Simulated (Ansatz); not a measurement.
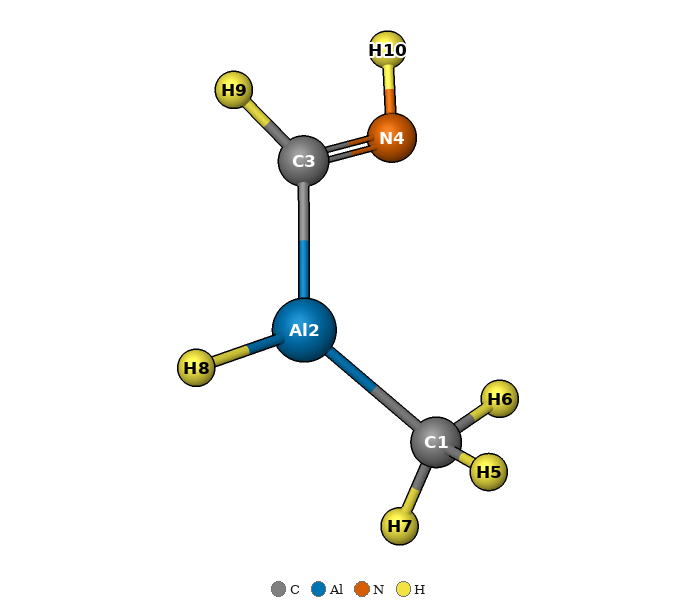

Sticks follow a distance rule. Harmonic vibrations computed with RKS PBE0-D4/def2-TZVP (Ansatz 0.2.0) at a stationary point of the same level.

Minimum or transition state?

A minimum: no imaginary frequency, and the lowest mode lies at 32 cm⁻¹.

List the wavenumbers.

24 modes: 32, 59, 122, 296, 360, 552, 557, 583, 686, 694, 773, 1173, 1195, 1213, 1402, 1435, 1444, 1642, 1898, 2946, 3037, 3107, 3141, 3381 cm⁻¹.
